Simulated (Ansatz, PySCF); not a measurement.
Pulling on the Ga1–F4 bond in FGaH2 (SMILES [F][GaH2]) (multiplicity 1 held, fragments rigid). Energies count from the point at 1.770 Å.
Geometry at that point (charge 0, multiplicity 1):
```
atom    x (Å)    y (Å)    z (Å)
----  -------  -------  -------
Ga    -0.1531  -0.2983   0.0991
H      0.6238  -1.0578   1.2132
H     -1.4763  -0.6025  -0.6615
F      0.6222   1.2119  -0.4027
```

Restricted levels (R-, RO-) in cc, def2 and unpolarised 6-31G sets keep to the state of the molecule at rest. Unrestricted levels (U-) break spin symmetry where that is lower. Left out are points that failed, MP2 points that dive below the minimum, coupled-cluster points behind a jump of the amplitudes or a sharp parting from full CI or MRCI, small-basis points behind a change of solution, and semi-empirical points at long bonds. Levels need not reach the same state.

Frozen-core correlation. Filled d and f shells under p-block atoms count as core. Rows in LANL2DZ carry no dispersion term and start afresh at each structure. LANL2DZ brings its own core potentials from Na on.

Codes used: Ansatz (Gaussian orbitals); PySCF for LANL2DZ rows. Each number belongs to the level named beside it.

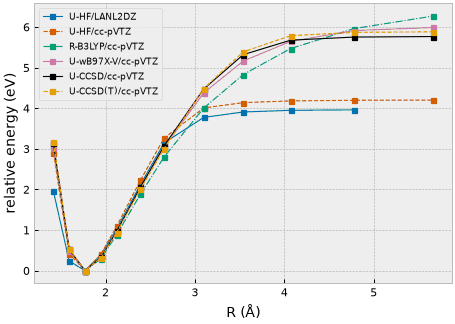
Figure: Relative energy along the coordinate

Read off the U-HF/LANL2DZ curve at R = 1.416.

about 2.0 eV

Doubts at one or more of the structures used: a spin-contaminated determinant (U-HF/LANL2DZ, U-HF/cc-pVTZ, U-wB97X-V/cc-pVTZ, U-CCSD/cc-pVTZ, U-CCSD(T)/cc-pVTZ); a restricted determinant that unrestricted orbitals would lower (R-B3LYP/cc-pVTZ); T1 above 0.05 (U-CCSD/cc-pVTZ, U-CCSD(T)/cc-pVTZ).

Ansatz is a program for electronic structure.
